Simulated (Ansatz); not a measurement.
Response to strain in hypothetical simple cubic Ir

Start from Ir in the simple cubic structure (space group Pm-3m, No. 221; a = 2.542 Å; a hypothetical phase, not in the database extracts checked; relaxed with 0.1 eV smearing). Axes: x, y, z lie along the cube axes.

Strains are applied to the cell and any free atomic positions relax; under biaxial strain the out-of-plane vector relaxes too.

All numbers come from PBEsol (Ansatz, a quantum-chemistry and plane-wave program, PAW, no SOC).

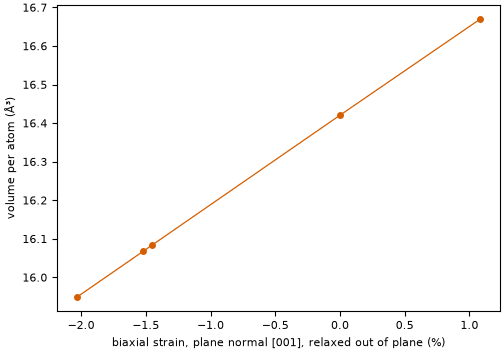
*Volume per atom against biaxial strain, plane normal [001], relaxed out of plane*

```json
[
 {"biaxial strain, plane normal [001], relaxed out of plane (%)": "-2.03", "volume per atom": "15.95 Å³"},
 {"biaxial strain, plane normal [001], relaxed out of plane (%)": "-1.52", "volume per atom": "16.07 Å³"},
 {"biaxial strain, plane normal [001], relaxed out of plane (%)": "-1.45", "volume per atom": "16.08 Å³"},
 {"biaxial strain, plane normal [001], relaxed out of plane (%)": "1.08", "volume per atom": "16.67 Å³"}
]
```

No phonon test of stability was made. All final runs are without spin polarisation. Ir has a high density of states at the Fermi level and may be magnetic at this level.
